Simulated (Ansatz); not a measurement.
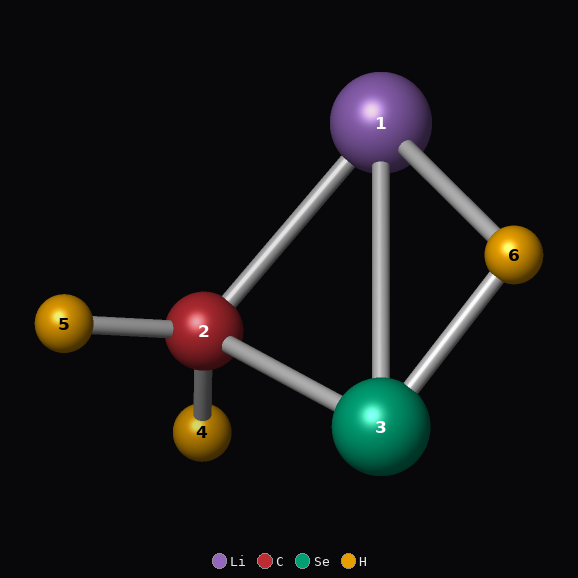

Numbered structure. Computed geometry: PBE-D4/def2-SVP optimisation. No frequency run is at hand to confirm it as a minimum.

List the bonds and their lengths.

| bond | length (Å) |
| --- | --- |
| Li1–C2 | 1.948 |
| Li1–Se3 | 2.525 |
| Li1–H6 | 1.896 |
| C2–Se3 | 1.956 |
| C2–H4 | 1.109 |
| C2–H5 | 1.108 |
| Se3–H6 | 1.549 |
